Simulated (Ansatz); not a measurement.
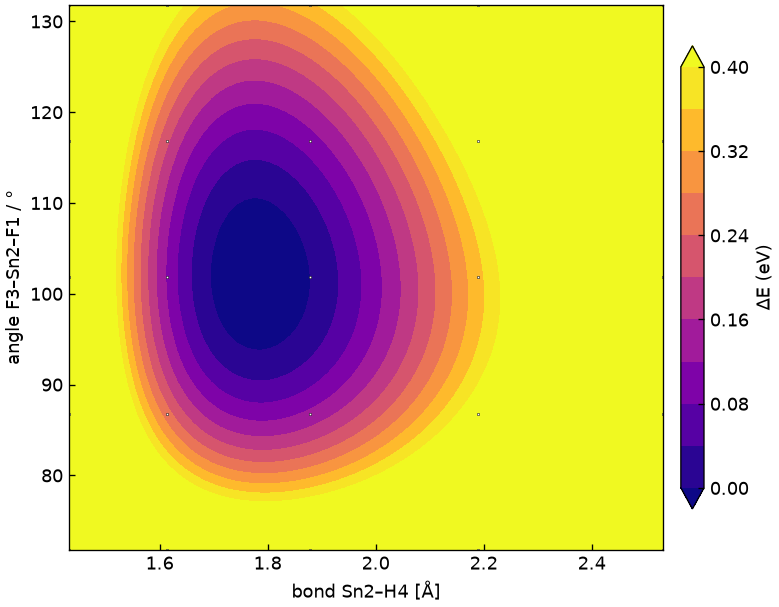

F₂HSn, SMILES [F][SnH][F], spin multiplicity 2. Two internal coordinates are moved rigidly from the geometry relaxed at PBE0-D4/def2-TZVP, all others fixed. The first coordinate is: bond Sn2–H4; the second: angle F3–Sn2–F1. Grid: 5 × 5 points. Energies are in eV, from the lowest grid point. The calculation used UKS PBE-D4/def2-TZVPP (Ansatz 0.2.0).

In the figure: filled contours, dots at the grid points, one colour for all values above the top of the scale. Between grid points the surface is interpolated.

**Where is the minimum, and how stiff is the well along each coordinate?**

The interpolated minimum is at bond Sn2–H4 ≈ 1.770 Å, angle F3–Sn2–F1 ≈ 101.4°. The curvatures there are about 10 eV/Å² and 3.1 eV/rad², with a cross term of about 0.2 eV/(Å·rad). Round the minimum the two coordinates are nearly uncoupled.
